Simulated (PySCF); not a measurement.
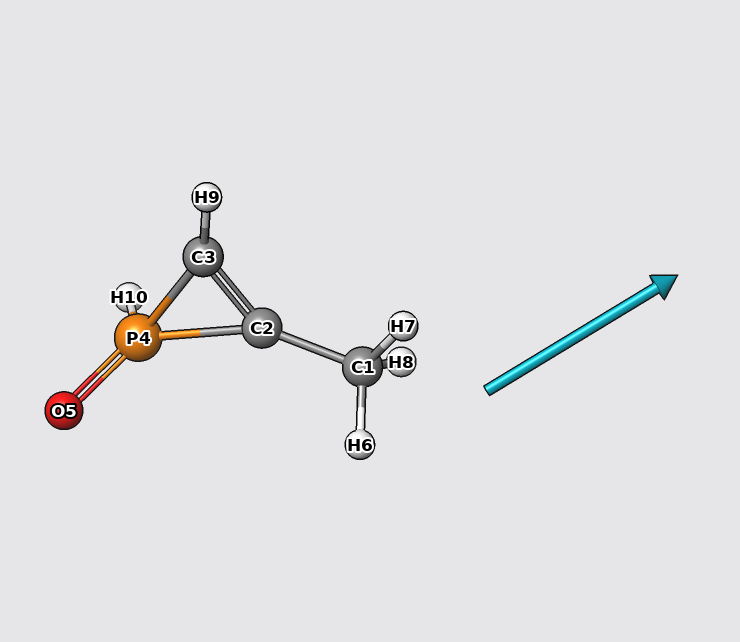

The arrow beside the molecule shows the direction of the dipole moment, from the negative to the positive end (its length means nothing). Computed geometry: GFN2-xTB optimisation. No frequency run is at hand to confirm it as a minimum. Properties computed with B3LYP/def2-SVPD, gas phase (PySCF 2.14.0).

Q: How large is the dipole moment?

A: 4.56 D; it points from the side of O5 to the side of H7, H8 (the outermost atoms at the two ends).

The geometry is semi-empirical. Around P such bond lengths and angles can be off by a tenth of an ångström or more and by several degrees, and values that hang on the shape move with them.
